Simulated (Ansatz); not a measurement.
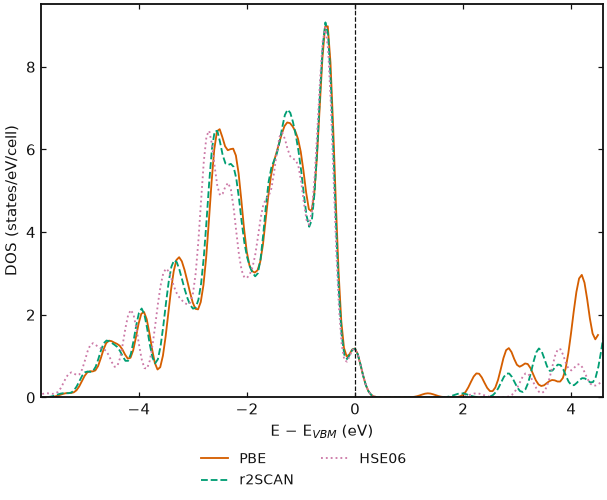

Total densities of states of KMgI3, space group Pm-3m (No. 221), 5 atoms in the cell, cubic perovskite type, hydrostatic strain −3.0%, by three methods on the same cell. The curves are built from the levels of the k mesh with Gaussians 0.3 eV wide, which also blur the band edges. Each is counted from its own valence-band top.

Q: What changes from one method to the other?

A: PBE gives a gap of 1.35 eV, r2SCAN gives a gap of 1.97 eV and HSE06 gives a gap of 2.24 eV.

Settings. PBE: DFT, PBE, plane waves, PAW, no spin polarisation, 4×4×4 k mesh, 420 eV cutoff, Fermi-Dirac smearing of 0.02 eV (Ansatz 0.2.0). r2SCAN: DFT, r2SCAN, plane waves, PAW, no spin polarisation, 4×4×4 k mesh, 500 eV cutoff (Ansatz). HSE06: DFT, HSE06, plane waves, PAW, no spin polarisation, 4×4×4 k mesh, 420 eV cutoff (Ansatz 0.2.0).

Spin-orbit coupling is left out, which matters for I.
